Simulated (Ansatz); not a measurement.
## NaZn2Ga2: relaxing a made-up structure

This structure for NaZn2Ga2 is made up. Its elements were placed in a known structure type with a cell scaled to their sizes. What cell does the guess relax to, and how far off was it?

Calculated with Ansatz 0.2.0; DFT, PBE, plane-wave PAW, files of the set soft_1, scalar-relativistic, no spin, cell and ions relaxed at zero pressure; PAW set soft_1, in the first sound run; inputs show where later runs differ.

**1. The structure**

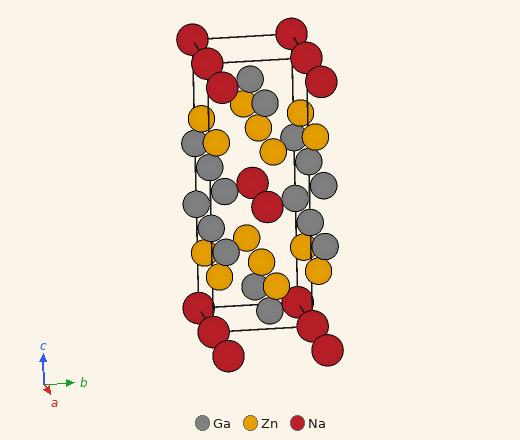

The cell as given, slightly off an axis (gallium grey, zinc orange, sodium red). 2×1×1 cells are drawn. This picture shows the conventional cell, with its axes. Some periodic images of atoms are drawn too.

**2. Relaxation of the guess**

The guess takes its coordinates from another compound and its volume from a rule, so the cell and any free coordinates are relaxed together.

input.yaml

```yaml
crystal:
  lattice:
    - [-2.041, 2.041, 5.6435]
    - [2.041, -2.041, 5.6435]
    - [2.041, 2.041, -5.6435]
  atoms:
    - { symbol: Ga, position: [0.6133, 0.6133, 0.0] }
    - { symbol: Ga, position: [0.3867, 0.3867, 0.0] }
    - { symbol: Zn, position: [0.25, 0.75, 0.5] }
    - { symbol: Zn, position: [0.75, 0.25, 0.5] }
    - { symbol: Na, position: [0.0, 0.0, 0.0] }
kpoints:
  mp_grid: { grid: [9, 9, 9] }
scf:
  occupations: { method: fermi_dirac, width: 0.05 }
hamiltonian:
  xc: pbe
  pseudopotentials: { kind: paw, azcp: { folder: soft_1 } }
relax:
  f_tol: 0.015
  max_steps: 70
  cell: {}
output:
  forces: true
  stress: true
```

The run is started by

```
$ ansatz run input.yaml --threads 4 --pin off --max-ram 8192MiB --backend cpu --events-out ev --progress --plain --runs-dir out
```

Numbers of over 12 decimals in the logs are rounded to 6 here.

What it wrote:

```text
basis.fft_grid_basis auto: the FFT boxes are laid along the combinations [[1, 0, 1], [0, 1, 1], [0, 0, 1]] of the cell's own vectors, 4.082, 4.082 and 6.339 Å long. The dense box has 30×30×45 points. Along the cell's own vectors, as sized, it would have 45×45×45, 2.25 times as many. Of the 16 symmetry operations that the crystal satisfies within crystal.symmetry.tolerance (time reversal apart; of a slab, those that k [...]
Engine: ansatz 0.2.0, x86_64-unknown-linux-gnu
Pseudopotentials: kind: paw
Pseudopotential: Ga, paw, valence charge 13, recommended cutoff 420 eV (normal), soft_1/Ga.paw.azcp
Pseudopotential: Zn, paw, valence charge 12, recommended cutoff 420 eV (normal), soft_1/Zn.paw.azcp
Pseudopotential: Na, paw, valence charge 9, recommended cutoff 420 eV (normal), soft_1/Na.paw.azcp
Functional definition: PBE
  parameter kappa = 0.804
  parameter beta = 0.066725
  exchange = pbe_x(kappa = kappa, mu = beta*pi^2/3)
  correlation = pbe_c(beta = beta)
Crystal: 5 atoms, lattice volume = 94.036 Å³
Basis set: ecut = 420 eV, 1847 PW (Γ), FFT grids on a1+a3, a2+a3, a3, exchange–correlation on 60×60×90 points (8 copies of the dense FFT grid, shifted against one another)
Bands: 36, of which v1, the nominal top of the filled ones, is band 30 counted from 1 (29 counted from 0)
Symmetry: 16 space group operations
Space group: I4/mmm (ITA 139), of the structure as read, at distance tolerance 4.5e-5 Å
k-points: 75 of 729
Non-local potential: Ga, projectors of the file, l = 0: 2, l = 1: 2, l = 2: 3, l = 3: 1
Non-local potential: Zn, projectors of the file, l = 0: 2, l = 1: 2, l = 2: 3, l = 3: 1
Non-local potential: Na, projectors of the file, l = 0: 3, l = 1: 2, l = 2: 1
PAW form: soft (Blöchl's): semilocal exchange-correlation on the pseudo side does not see the compensation charge
PAW one-centre angular grid: Ga, 590 points (default); XC on 64 Gauss nodes
PAW one-centre angular grid: Zn, 590 points (default); XC on 64 Gauss nodes
PAW one-centre angular grid: Na, 110 points (default); XC on 64 Gauss nodes
Initial density: superposition of atomic densities (chi_scale 0.1, normalization cell, long waves kept (reshape's long-wave potential 0.01 eV rms))
Initial wavefunctions: pseudopotential atomic-orbital guess
Functional: x = pbe(κ = 0.804, μ = 0.219515), c = pbe(β = 0.066725)
SCF iter   1: F=—  HF=-15691.534593 eV  |F-HF|=—  |Δ(HF+E_count)|=         —  Δρ=5.06e-2  dr2=2.71e0  ethr=3.10e-3  ⟨swp⟩=6.1  Hψ=11792  notcnv=0  defer=6
preconditioner: auto → Kerker (q_TF=auto, 2.524 Å⁻¹)  [metal: Δε(μ)=0.022 eV  Ē_g=14.129 eV  σ=0.050 eV  W_gap=0.11  n_scr=32 (ndim 8)  ℏωp=28.9 eV  f_vac=0.000  D(μ)=2.04/eV (n_scr^D=10)]
SCF iter   2: F=—  HF=-15690.989876 eV  |F-HF|=—  |Δ(HF+E_count)|=   5.45e-1  Δρ=2.35e-2  dr2=5.48e-1  ethr=3.10e-3  ⟨swp⟩=3.0  Hψ=5799  notcnv=0  defer=99
SCF iter   3: F=—  HF=-15690.881015 eV  |F-HF|=—  |Δ(HF+E_count)|=   1.09e-1  Δρ=1.37e-2  dr2=3.44e-1  ethr=9.29e-4  ⟨swp⟩=2.0  Hψ=4764  notcnv=0  defer=99
SCF iter   4: F=—  HF=-15690.819034 eV  |F-HF|=—  |Δ(HF+E_count)|=   6.20e-2  Δρ=6.30e-3  dr2=3.40e-2  ethr=5.83e-4  ⟨swp⟩=2.5  Hψ=4066  notcnv=0  defer=99
SCF iter   5: F=—  HF=-15690.817510 eV  |F-HF|=—  |Δ(HF+E_count)|=   1.52e-3  Δρ=2.95e-3  dr2=9.12e-3  ethr=5.76e-5  ⟨swp⟩=2.0  Hψ=5600  notcnv=0  defer=102
SCF iter   6: F=—  HF=-15690.813250 eV  |F-HF|=—  |Δ(HF+E_count)|=   4.26e-3  Δρ=1.12e-3  dr2=2.22e-3  ethr=1.55e-5  ⟨swp⟩=2.0  Hψ=4882  notcnv=0  defer=102
SCF iter   7: F=—  HF=-15690.812764 eV  |F-HF|=—  |Δ(HF+E_count)|=   4.87e-4  Δρ=8.26e-4  dr2=7.55e-4  ethr=3.77e-6  ⟨swp⟩=2.4  Hψ=4145  notcnv=0  defer=102
SCF iter   8: F=—  HF=-15690.812645 eV  |F-HF|=—  |Δ(HF+E_count)|=   1.19e-4  Δρ=1.62e-4  dr2=2.72e-5  ethr=1.28e-6  ⟨swp⟩=2.1  Hψ=4648  notcnv=0  defer=102
SCF iter   9: F=—  HF=-15690.812656 eV  |F-HF|=—  |Δ(HF+E_count)|=   1.09e-5  Δρ=5.04e-5  dr2=1.89e-6  ethr=4.62e-8  ⟨swp⟩=2.0  Hψ=3760  notcnv=0  defer=102
SCF iter  10: F=-15690.812656 eV  HF=-15690.812656 eV  |F-HF|=4.42e-8  |Δ(HF+E_count)|=   4.37e-7  Δρ=9.66e-6  dr2=9.62e-8  ethr=1.69e-10  ⟨swp⟩=3.0  Hψ=12173  notcnv=0
SCF 1 converged in 10 iterations: F = -15690.812656 eV  dr2 = 9.62e-8
  greatest PAW one-centre occupation: 0.999 electrons in one spin orbital (limit 2), on the Na atom at site 4 (counted from 0), in its partial waves of l = 0
relax step   1: F+E_penalty+E_count = -15690.81265613 eV  Δ(F+E_penalty+E_count) = +0.000e0 eV  max|allowed force component| = 4.206e-1 eV/Å  Δτ_max = 0.0000 Å  P = +2.400 GPa  Ω = 94.036 Å³  (10 SCF iters, dr2 threshold 1.00e-7 eV, accepted)
Crystal: 5 atoms, lattice volume = 96.717 Å³
Basis set: ecut = 420 eV, 1911 PW (Γ), FFT grids on a1+a3, a2+a3, a3, exchange–correlation on 60×60×90 points (8 copies of the dense FFT grid, shifted against one another)
Initial density: handed on by an earlier stage of this run
Initial wavefunctions: those handed on with the density
iter 1 solved again at ethr=7.15e-6 eV; its pass at ethr=3.10e-3 eV (dr2=4.22e-3 eV) is discarded
SCF iter   1: F=—  HF=-15690.851154 eV  |F-HF|=—  |Δ(HF+E_count)|=         —  Δρ=2.52e-3  dr2=4.32e-3  ethr=7.15e-6  ⟨swp⟩=2.1  Hψ=14888  notcnv=0
preconditioner: auto → Kerker (q_TF=auto, 2.513 Å⁻¹)  [metal: Δε(μ)=0.033 eV  Ē_g=14.718 eV  σ=0.050 eV  W_gap=0.16  n_scr=32 (ndim 8)  ℏωp=28.5 eV  f_vac=0.000  D(μ)=2.42/eV (n_scr^D=10)]
SCF iter   2: F=—  HF=-15690.850269 eV  |F-HF|=—  |Δ(HF+E_count)|=   8.85e-4  Δρ=9.24e-4  dr2=4.79e-4  ethr=7.15e-6  ⟨swp⟩=2.0  Hψ=3586  notcnv=0
SCF iter   3: F=—  HF=-15690.850135 eV  |F-HF|=—  |Δ(HF+E_count)|=   1.34e-4  Δρ=5.65e-4  dr2=3.46e-4  ethr=8.12e-7  ⟨swp⟩=2.0  Hψ=3662  notcnv=0
SCF iter   4: F=—  HF=-15690.850113 eV  |F-HF|=—  |Δ(HF+E_count)|=   2.22e-5  Δρ=2.54e-4  dr2=6.76e-5  ethr=5.87e-7  ⟨swp⟩=2.1  Hψ=3644  notcnv=0
SCF iter   5: F=—  HF=-15690.850111 eV  |F-HF|=—  |Δ(HF+E_count)|=   1.59e-6  Δρ=8.95e-5  dr2=9.01e-6  ethr=1.15e-7  ⟨swp⟩=2.4  Hψ=4670  notcnv=0
SCF iter   6: F=—  HF=-15690.850108 eV  |F-HF|=—  |Δ(HF+E_count)|=   3.47e-6  Δρ=3.05e-5  dr2=1.72e-6  ethr=1.53e-8  ⟨swp⟩=2.0  Hψ=4653  notcnv=0
SCF iter   7: F=—  HF=-15690.850108 eV  |F-HF|=—  |Δ(HF+E_count)|=   1.80e-7  Δρ=1.91e-5  dr2=5.46e-7  ethr=8.47e-10  ⟨swp⟩=4.2  Hψ=9364  notcnv=0
SCF iter   8: F=-15690.850108 eV  HF=-15690.850108 eV  |F-HF|=9.29e-9  |Δ(HF+E_count)|=   1.06e-7  Δρ=6.30e-6  dr2=5.00e-8  ethr=8.47e-10  ⟨swp⟩=4.0  Hψ=8922  notcnv=0
SCF 2 converged in 8 iterations: F = -15690.850108 eV  dr2 = 5.00e-8
relax step   2: F+E_penalty+E_count = -15690.85010760 eV  Δ(F+E_penalty+E_count) = -3.745e-2 eV  max|allowed force component| = 1.447e-1 eV/Å  Δτ_max = 0.0142 Å  P = +0.916 GPa  Ω = 96.717 Å³  energy of the carried Pulay correction = -9.516e-4 eV  (8 SCF iters, dr2 threshold 5.00e-7 eV, accepted)
Crystal: 5 atoms, lattice volume = 98.546 Å³
Basis set: ecut = 420 eV, 1943 PW (Γ), FFT grids on a1+a3, a2+a3, a3, exchange–correlation on 60×60×90 points (8 copies of the dense FFT grid, shifted against one another)
iter 1 solved again at ethr=3.12e-6 eV; its pass at ethr=3.10e-3 eV (dr2=1.84e-3 eV) is discarded
SCF iter   1: F=—  HF=-15690.857761 eV  |F-HF|=—  |Δ(HF+E_count)|=         —  Δρ=1.51e-3  dr2=1.92e-3  ethr=3.12e-6  ⟨swp⟩=2.1  Hψ=15517  notcnv=0
preconditioner: auto → Kerker (q_TF=auto, 2.505 Å⁻¹)  [metal: Δε(μ)=0.021 eV  Ē_g=14.636 eV  σ=0.050 eV  W_gap=0.10  n_scr=32 (ndim 8)  ℏωp=28.2 eV  f_vac=0.000  D(μ)=2.45/eV (n_scr^D=10)]
SCF iter   2: F=—  HF=-15690.857382 eV  |F-HF|=—  |Δ(HF+E_count)|=   3.79e-4  Δρ=5.61e-4  dr2=2.95e-4  ethr=3.12e-6  ⟨swp⟩=2.0  Hψ=3578  notcnv=0
SCF iter   3: F=—  HF=-15690.857315 eV  |F-HF|=—  |Δ(HF+E_count)|=   6.65e-5  Δρ=3.47e-4  dr2=2.06e-4  ethr=4.99e-7  ⟨swp⟩=2.0  Hψ=3527  notcnv=0
SCF iter   4: F=—  HF=-15690.857287 eV  |F-HF|=—  |Δ(HF+E_count)|=   2.90e-5  Δρ=1.48e-4  dr2=2.17e-5  ethr=3.49e-7  ⟨swp⟩=2.0  Hψ=3700  notcnv=0
SCF iter   5: F=—  HF=-15690.857284 eV  |F-HF|=—  |Δ(HF+E_count)|=   2.94e-6  Δρ=3.28e-5  dr2=2.09e-6  ethr=3.68e-8  ⟨swp⟩=2.0  Hψ=3758  notcnv=0
SCF iter   6: F=—  HF=-15690.857283 eV  |F-HF|=—  |Δ(HF+E_count)|=   3.19e-7  Δρ=2.35e-5  dr2=7.27e-7  ethr=8.47e-10  ⟨swp⟩=4.4  Hψ=9692  notcnv=0
SCF iter   7: F=-15690.857283 eV  HF=-15690.857283 eV  |F-HF|=2.67e-8  |Δ(HF+E_count)|=   9.80e-8  Δρ=7.95e-6  dr2=6.29e-8  ethr=8.47e-10  ⟨swp⟩=4.1  Hψ=9496  notcnv=0
SCF 3 converged in 7 iterations: F = -15690.857283 eV  dr2 = 6.29e-8
relax step   3: F+E_penalty+E_count = -15690.85728315 eV  Δ(F+E_penalty+E_count) = -7.176e-3 eV  max|allowed force component| = 8.057e-3 eV/Å  Δτ_max = 0.0058 Å  P = +0.093 GPa  Ω = 98.546 Å³  energy of the carried Pulay correction = -1.576e-3 eV  (7 SCF iters, dr2 threshold 5.00e-7 eV, accepted)
[...]
relax step   4: F+E_penalty+E_count = -15690.85822278 eV  Δ(F+E_penalty+E_count) = -9.396e-4 eV  max|allowed force component| = 3.525e-3 eV/Å  Δτ_max = 0.0070 Å  P = -0.012 GPa  Ω = 98.999 Å³  energy of the carried Pulay correction = -1.728e-3 eV  (8 SCF iters, dr2 threshold 7.12e-8 eV, accepted)
[...]
relax step   5: F+E_penalty+E_count = -15690.85942544 eV  Δ(F+E_penalty+E_count) = -1.203e-3 eV  max|allowed force component| = 2.135e-2 eV/Å  Δτ_max = 0.0288 Å  P = -0.229 GPa  Ω = 100.288 Å³  energy of the carried Pulay correction = -2.153e-3 eV  (9 SCF iters, dr2 threshold 7.30e-8 eV, accepted)
[...]
relax step   6: F+E_penalty+E_count = -15690.86018673 eV  Δ(F+E_penalty+E_count) = -7.613e-4 eV  max|allowed force component| = 2.449e-3 eV/Å  Δτ_max = 0.0038 Å  P = -0.019 GPa  Ω = 99.673 Å³  energy of the carried Pulay correction = -1.951e-3 eV  (7 SCF iters, dr2 threshold 1.90e-7 eV, accepted)
Initial wavefunctions: pseudopotential atomic-orbital guess (no wavefunctions were taken with the density)
iter 1 solved again at ethr=8.75e-7 eV; its pass at ethr=3.10e-3 eV (dr2=5.16e-4 eV) is discarded
SCF iter   1: F=—  HF=-15690.855690 eV  |F-HF|=—  |Δ(HF+E_count)|=         —  Δρ=7.80e-4  dr2=1.91e-5  ethr=8.75e-7  ⟨swp⟩=2.9  Hψ=17883  notcnv=0
preconditioner: auto → Kerker (q_TF=auto, 2.500 Å⁻¹)  [metal: Δε(μ)=0.037 eV  Ē_g=14.606 eV  σ=0.050 eV  W_gap=0.18  n_scr=32 (ndim 8)  ℏωp=28.1 eV  f_vac=0.000  D(μ)=1.96/eV (n_scr^D=10)]
SCF iter   2: F=—  HF=-15690.860240 eV  |F-HF|=—  |Δ(HF+E_count)|=   4.55e-3  Δρ=4.28e-4  dr2=1.74e-5  ethr=3.24e-8  ⟨swp⟩=2.0  Hψ=4625  notcnv=0
SCF iter   3: F=—  HF=-15690.861656 eV  |F-HF|=—  |Δ(HF+E_count)|=   1.42e-3  Δρ=1.15e-4  dr2=5.33e-7  ethr=2.94e-8  ⟨swp⟩=2.0  Hψ=3820  notcnv=0
SCF iter   4: F=—  HF=-15690.861777 eV  |F-HF|=—  |Δ(HF+E_count)|=   1.20e-4  Δρ=1.17e-5  dr2=5.06e-8  ethr=9.04e-10  ⟨swp⟩=2.0  Hψ=4822  notcnv=0
SCF iter   5: F=—  HF=-15690.861777 eV  |F-HF|=—  |Δ(HF+E_count)|=   7.19e-7  Δρ=9.12e-6  dr2=4.22e-8  ethr=8.57e-11  ⟨swp⟩=2.0  Hψ=4610  notcnv=0
SCF iter   6: F=—  HF=-15690.861777 eV  |F-HF|=—  |Δ(HF+E_count)|=   3.60e-7  Δρ=7.22e-6  dr2=1.39e-8  ethr=7.15e-11  ⟨swp⟩=2.0  Hψ=4346  notcnv=0
SCF iter   7: F=—  HF=-15690.861777 eV  |F-HF|=—  |Δ(HF+E_count)|=   4.03e-7  Δρ=1.82e-6  dr2=4.24e-9  ethr=2.36e-11  ⟨swp⟩=2.7  Hψ=4648  notcnv=0
SCF iter   8: F=—  HF=-15690.861777 eV  |F-HF|=—  |Δ(HF+E_count)|=   2.06e-8  Δρ=6.21e-7  dr2=1.18e-9  ethr=7.18e-12  ⟨swp⟩=3.0  Hψ=4848  notcnv=0
SCF iter   9: F=—  HF=-15690.861777 eV  |F-HF|=—  |Δ(HF+E_count)|=  3.09e-10  Δρ=2.58e-7  dr2=1.77e-10  ethr=2.00e-12  ⟨swp⟩=2.0  Hψ=4908  notcnv=0
SCF iter  10: F=-15690.861777 eV  HF=-15690.861777 eV  |F-HF|=3.64e-12  |Δ(HF+E_count)|=  6.18e-11  Δρ=7.29e-8  dr2=4.16e-12  ethr=1.00e-12  ⟨swp⟩=5.0  Hψ=9793  notcnv=0
SCF 7 converged in 10 iterations: F = -15690.861777 eV  dr2 = 4.16e-12
relax step   7: F+E_penalty+E_count = -15690.86177737 eV  Δ(F+E_penalty+E_count) = -1.591e-3 eV  max|allowed force component| = 2.342e-3 eV/Å  Δτ_max = 0.0000 Å  P = -0.029 GPa  Ω = 99.673 Å³  stress off target by 3.65e-2 GPa  SCF on the basis re-selected at this cell (its energy is not comparable with the rows above)  (10 SCF iters)
basis re-selected at this cell: Δ(F+E_penalty+E_count) = -1.591e-3 eV, ΔP = -0.010 GPa vs the last step (what re-selecting the basis moved, of the pressure what is left beyond the Pulay correction that the steps carried, after the strain that the cell walked since its last selection, with what the two solves' SCF thresholds leave and, on support functions, any second-order correction that the steps lacked; it is no m [...]
SCF converged after 10 iterations
Free energy (F): -15690.861777 eV
Harris-Foulkes:  -15690.861777 eV  (|F-HF|=3.64e-12)
Internal energy: -15690.845414 eV  (E = F + TS)
E sigma→0 (E₀):  -15690.853596 eV
Entropy (-TS):   -0.016364 eV (-3.273 meV/atom)
Fermi energy:    7.220007 eV
--- Per-component energies (eV) ---
  E_band       = -297.535303
  E_kinetic    = 629.599872
  E_local      = -8359.898721  (includes V_loc(G=0)·N_el)
  E_nonlocal   = 1719.999946
  E_hartree    = 3852.430210
  E_xc         = -320.907159
  E_vxc        = -261.778792  (∫ρ·V_xc dr)
  E_paw        = -8058.763000  (= ΣΔE_a)
  E_vpaw       = -1730.317233  (= ΣTr[D̂ρ^β])
  E_aug_tail   = -0.000870  (compensation charges beyond the density's cutoff)
  E_ewald      = -5153.305692
  E_smearing   = -0.016364  (= −TS)
  E_closure    = -0.000000  (closes the sum)
  Σ components = -15690.861777   (vs F -15690.861777, Δ=0.00e0)
--- Forces (eV/Å), atoms counted from 1 ---
  atom   1  Ga    -0.00000000     0.00000000     0.00234182
  atom   2  Ga     0.00000000     0.00000000    -0.00234182
  atom   3  Zn    -0.00000000     0.00000000    -0.00000000
  atom   4  Zn     0.00000000     0.00000000     0.00000000
  atom   5  Na     0.00000000     0.00000000     0.00000000
  max |Σ_I F_I| component: 1.39e-17 eV/Å
--- Stress (GPa, compression-positive) ---
       -0.025635      -0.000000       0.000000
       -0.000000      -0.025635      -0.000000
        0.000000      -0.000000      -0.036504
  P = ⅓ Tr σ = -0.0293 GPa (-0.293 kbar)
--- Relaxed structure (6 steps of the walk, 6 accepted, 1 SCFs on fresh bases) ---
  F+E_penalty+E_count = -15690.86177737 eV   max|allowed force component| = 2.342e-3 eV/Å   (the final SCF, on the basis selected at the relaxed cell)
  cell:  # Å, volume = 99.6732 Å³
    - [-2.125469, 2.125469, 5.515805]
    - [2.125469, -2.125469, 5.515805]
    - [2.125469, 2.125469, -5.515805]
  atoms:
    - { symbol: Ga, position: [0.614364, 0.614364, 0] }
    - { symbol: Ga, position: [0.385636, 0.385636, 0] }
    - { symbol: Zn, position: [0.250000, 0.75, 0.5] }
    - { symbol: Zn, position: [0.75, 0.250000, 0.5] }
    - { symbol: Na, position: [0, 0, 0] }
```

It took 21 s on 4 threads of Intel Xeon Platinum 8375C at 2.90GHz (Ice Lake), shared host; peak memory 0.73 GiB.

The steps of the relaxation:

```tsv
step	energy less that of the first step (eV)	largest force component (eV/Å)	pressure (GPa)	volume (Å³)
1	0.0000	0.4206	2.40	94.04
2	-0.0375	0.1447	0.92	96.72
3	-0.0446	0.0081	0.09	98.55
4	-0.0456	0.0035	-0.01	99.00
5	-0.0468	0.0213	-0.23	100.29
6	-0.0475	0.0024	-0.02	99.67
7*	-0.0491	0.0023	-0.03	99.67
```

Relaxation steps marked * repeat the geometry before them on a plane-wave basis chosen anew for their cell, so energy and pressure can jump there.

The run keeps the 16 symmetry operations that it works with, so distortions that break them were not tested.

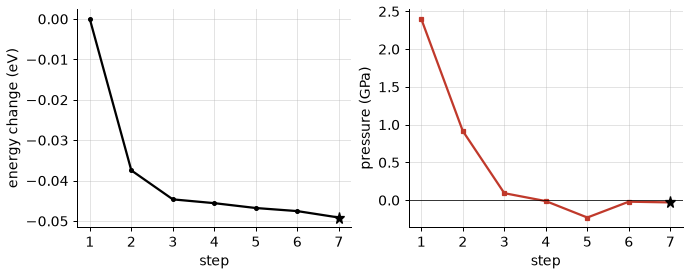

Energy and pressure along the relaxation. Stars mark steps on a basis chosen anew.

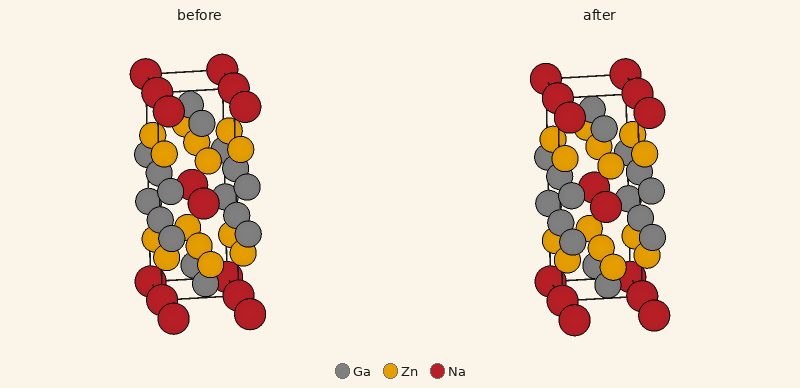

The structure before and after the relaxation, drawn at the same scale.

```tsv
conventional cell, symmetrised	before	after	change
a (Å)	4.082	4.251	+4.1 %
b (Å)	4.082	4.251	+4.1 %
c (Å)	11.287	11.032	-2.3 %
volume (Å³/atom)	18.81	19.93	+6.0 %
```

The atoms that moved most (Å, as changes of fractional coordinates times the final cell):

```tsv
atom	dx	dy	dz	length
Ga1	0.000	0.000	0.012	0.012
Ga2	0.000	0.000	-0.012	0.012
```

The relaxed structure:

```cif
data_structure
_symmetry_space_group_name_H-M 'P 1'
_symmetry_Int_Tables_number 1
_cell_length_a 6.2817
_cell_length_b 6.2817
_cell_length_c 6.2817
_cell_angle_alpha 140.446
_cell_angle_beta 140.446
_cell_angle_gamma 57.177
_cell_volume 99.67
loop_
_atom_site_label
_atom_site_type_symbol
_atom_site_fract_x
_atom_site_fract_y
_atom_site_fract_z
_atom_site_occupancy
Ga1 Ga 0.61436 0.61436 0.00000 1
Ga2 Ga 0.38564 0.38564 0.00000 1
Zn3 Zn 0.25000 0.75000 0.50000 1
Zn4 Zn 0.75000 0.25000 0.50000 1
Na5 Na 0.00000 0.00000 0.00000 1
```

Numbers from this step:

```yaml
free_energy: -15690.8618 eV
energy_at_zero_smearing: -15690.8536 eV
smearing_term_ts: 0.01636 eV
fermi_energy: 7.220 eV
electrons: 59
symmetry_operations: 16
pressure: -0.02926 GPa
```

Shortest distances by pair of elements, guess and relaxed (not always the same contact):

```tsv
pair	guess (Å)	relaxed (Å)
Ga–Ga	2.558	2.523
Ga–Zn	2.559	2.599
Zn–Zn	2.886	3.006
Ga–Na	3.157	3.260
Na–Zn	3.483	3.482
```

The relaxation ends with a largest force component of 0.0023 eV/Å and a pressure of -0.03 GPa.

[end of part 1 of 2]

[Logs are printed without paths, hosts, clocks, repeated set-up lines and the standing remarks that a program may print on its own settings, such as how far it seeks lower states.]

[Hosts, paths, dates, database ids (printed as entryN), source tags and the programs' standing remarks are cut or masked in the printed files.]
